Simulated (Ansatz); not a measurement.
**Amorphous Ti₂₀O₄₂Ge**

The cell was made by melting and quenching with the CHGNet potential and then relaxed with DFT. O atoms were pushed apart under 1.9 Å during the dynamics, to hinder bonds among them. The hot cell started wider than the set density and was brought back towards it in steps. It is the lowest in DFT energy of 2 quenches. It is a model cell: composition and starting density were chosen by hand, and all elements were melted together. No dispersion term was used.

Methods: PBE, scalar-relativistic without spin-orbit coupling (Ansatz, a first-principles code); r2SCAN, scalar-relativistic without spin-orbit coupling (Ansatz); HSE06, scalar-relativistic without spin-orbit coupling (Ansatz). Geometry, pressure, stress and energy are those of the PBE run. Its sampling: a 2×2×2 Γ-centred mesh; Fermi-Dirac width 0.02 eV; no spin polarisation. Other functionals are single points at the zone centre (r2SCAN at 500 eV; exact exchange cut at the cell's faces), free to take moments where seeds were set. At PBE the levels at the filled edge of the gap are localised (band-tail or defect states), and the nearest spread-out levels lie 2.8 eV apart at the zone centre.

- Number of atoms in the cell: 63
- Density (held, not predicted): 3.63 g/cm³
- Volume per atom: 12.37 Å^3
- Pressure on a 2×2×2 Γ-centred mesh: 4.9 kbar
- Largest force and stress component on that mesh (the relaxation ran on the zone centre alone): 0.09 eV/Å and 0.5 GPa
- Level gap on a 2×2×2 Γ-centred mesh (PBE): 2.45 eV
- Level gap at the zone centre (PBE): 2.47 eV
- Level gap at the zone centre (r2SCAN): 2.78 eV
- Level gap at the zone centre (HSE06): 3.92 eV

Cut-offs for bonds: Ti-Ti 3.12 Å, Ti-O 2.54 Å, Ti-Ge 2.88 Å, O-O 1.58 Å, O-Ge 2.23 Å, Ge-Ge 2.81 Å. Two cations that share two anions don't count as bonded, nor two that share one unless they lie closer than Ti-Ti 3.04 Å, Ti-Ge 2.80 Å, Ge-Ge 2.57 Å.

```
Quantity                                                                   Result
---------------------------------  ----------------------------------------------
Mean coordination of Ti by anions  5.35 (2 with 4, 10 with 5, 7 with 6, 1 with 7)
Mean coordination of O                      2.69 (16 with 2, 23 with 3, 3 with 4)
Mean coordination of Ge by anions                                 6.00 (1 with 6)
Mean Ti-O bond                              1.965 Å (spread 0.160 Å, 107 counted)
Mean O-Ge bond                                1.917 Å (spread 0.038 Å, 6 counted)
```

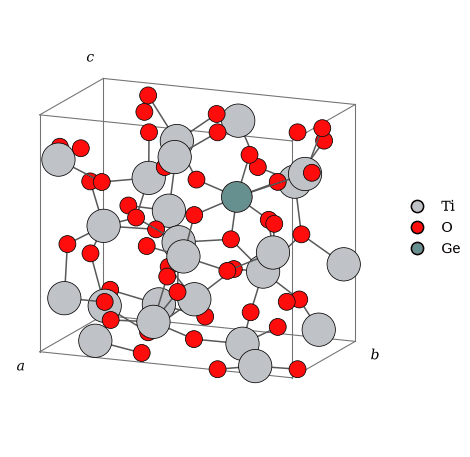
The relaxed cell

Its density started from a set value of 3.63 g/cm³. The simulated quench (nominally 300 K/ps over its main leg) is rapid and tends to freeze in more defects than a deposited or slowly cooled glass has. Values belong to this one cell and scatter from quench to quench. The volume was held where the preparation left it and the shape relaxed, at a PBE pressure of 0.5 GPa. Stress components on the final sampling reach 0.5 GPa.
